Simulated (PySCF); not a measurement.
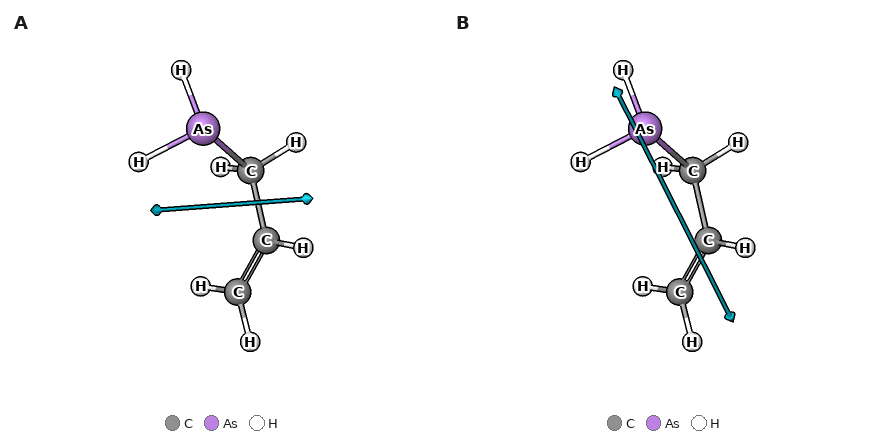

The double arrows show the directions of two transition dipoles from the ground state (lengths mean nothing). Computed geometry: GFN2-xTB optimisation. No frequency run is at hand to confirm it as a minimum. Properties computed with TDDFT ωB97X-D/def2-SVPD, vertical, gas phase, core orbitals frozen in the response (PySCF 2.14.0).

### One belongs to singlet state 1 and one to singlet state 2. Which is which?

A: state 2, 6.54 eV (190 nm), oscillator strength 0.039, mainly HOMO → LUMO+1 (weight 0.77).
B: state 1, 6.40 eV (194 nm), oscillator strength 0.19, mainly HOMO → LUMO (weight 0.77).

The geometry is semi-empirical. Around As such bond lengths and angles can be off by a tenth of an ångström or more and by several degrees, and values that hang on the shape move with them.
